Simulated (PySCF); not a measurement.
# C6H8: the cost of one run

Programs: PySCF 2.14.0, with routines of our own; each step states its level. All values are computed. Atoms count from 0.

### Step 1. The system as given

14 atoms, charge 0, multiplicity 1; geometry from: GFN2-xTB.

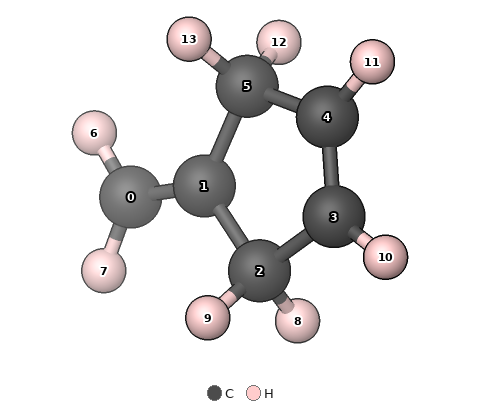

The starting geometry (carbon dark grey, hydrogen pink).

### Step 2. Geometry optimisation at PBE0-D3(BJ)/def2-SVP

Job settings and geometry (Å):

```
{"job": {"xc": "PBE0", "basis": "def2-SVP", "d3": "d3bj", "grid": 1, "kind": "geom"}, "charge": 0, "multiplicity": 1}
C      2.001879     0.124142    -0.442729
C      0.714418     0.043968    -0.159213
C     -0.043570    -1.226211     0.139835
C     -1.442181    -0.748905     0.386356
C     -1.549383     0.563385     0.268154
C     -0.242488     1.208171    -0.079725
H      2.480291     1.067031    -0.647734
H      2.630407    -0.749532    -0.481224
H      0.366016    -1.742875     1.012632
H      0.000720    -1.927941    -0.698041
H     -2.236103    -1.434483     0.629151
H     -2.446848     1.144093     0.397105
H      0.065398     1.930014     0.682323
H     -0.299235     1.748671    -1.029056
```

Launch:

```sh
> OMP_NUM_THREADS=1 python excited_run.py task.json out
```

One launch serves the whole session: the jobs run in the order shown.

**Question.** How long does this first job take on 1 thread of Arm Neoverse V1, shared host, and how much memory does it need?

About 12 s, with a peak of 0.55 GiB.
